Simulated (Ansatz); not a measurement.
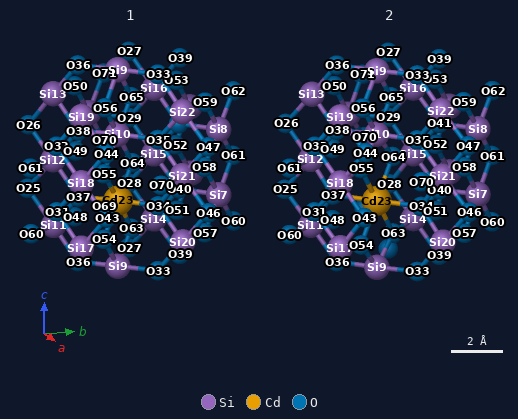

Two geometries of a defect cell of composition Si$_{22}$CdO$_{48}$, drawn at one scale. One is the start of a relaxation, the other its converged end. The picture is a ball-and-stick view of the atoms within 5.0 Å of the atom that moves most (axes of the cell of the calculation (origin shifted)), seen slightly off an axis.

Theory: DFT, PBEsol, PAW, plane waves (Ansatz 0.2.0). Set-up: plane-wave cutoff 420 eV; k-point mesh 1 × 1 × 1; mesh shifted by (0.25, 0.25, 0.25); collinear spin; atoms relaxed in a fixed cell; force threshold 0.03 eV/Å; at most 80 steps.

Which of the two is the end point?

Answer. Structure 2 is the relaxed one. The atoms of the start lie slightly off their symmetric places, so part of the fall in energy undoes that. The energy falls by 6.430 eV per cell of the calculation in 7 geometry steps. Largest force component: 7.5 eV/Å at the start, 0.011 eV/Å at the end. The largest move is that of an O atom, 0.25 Å roughly along [0 1 3]. By element the largest moves are O 0.25 Å, Si 0.09 Å, Cd 0.03 Å. The cell stays as it was. Near-neighbour distances that change, for instance: Cd–O 1.747 → 2.002 Å, Cd–O 1.783 → 2.003 Å, Cd–O 1.814 → 2.027 Å, Cd–O 1.806 → 2.003 Å. Among the angles between lasting bonds that change: Si–O–Si 129.6° → 145.0°, O–Si–O 80.2° → 94.4°, Si–O–Si 130.9° → 144.9°. The program noted that the starting moments weren't kept. The run may lie on a higher electronic state than the lowest, so the end point isn't shown to be the ground-state structure.

Limits of the set-up: the periodic images lie only 8.0 Å apart, so the values are limited by the cell's size.
